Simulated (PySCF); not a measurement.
Consider LaS (doublet).

```yaml
atoms:
  - { symbol: La, position_ang: [0.0000, 0.0000, -0.4481] }
  - { symbol: S, position_ang: [0.0000, 0.0000, 1.9469] }
```

Core potentials replace the inner electrons of La.

Level of theory: PySCF, PBE0/def2-TZVPP, non-relativistic Hamiltonian with scalar-relativistic core potentials where named, at a bond length of 2.395 Å.

**What will maps of the electron density, electron localisation function and spin density show?**

La–S (2.39 Å): ρ at the midpoint is about 0.75 e/Å³; the ELF peaks at about 0.80 in the valence shell of S, 0.8 Å from its nucleus, and is about 0.45 at the midpoint: a largely ionic contact.
The unpaired spin (1 electron) lies mostly on La1 (about 1.0), in electrons by Hirshfeld's partition.

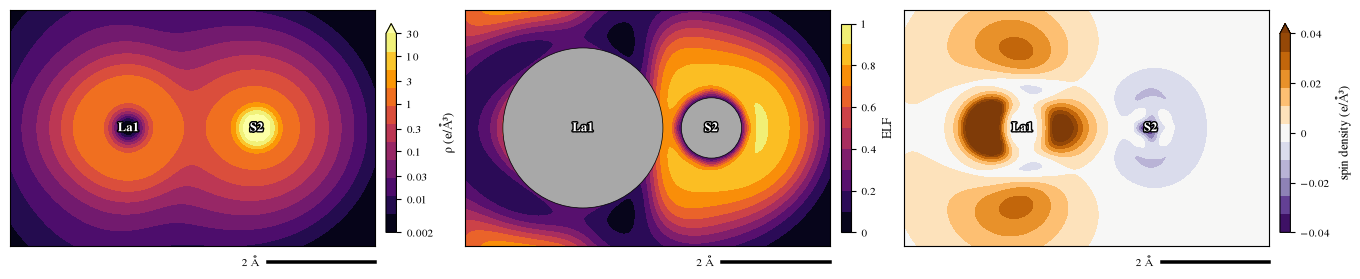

Computed electron density, electron localisation function and spin density on a plane that holds the molecular axis, in this order. Grey discs cover the atomic cores in the ELF map. 
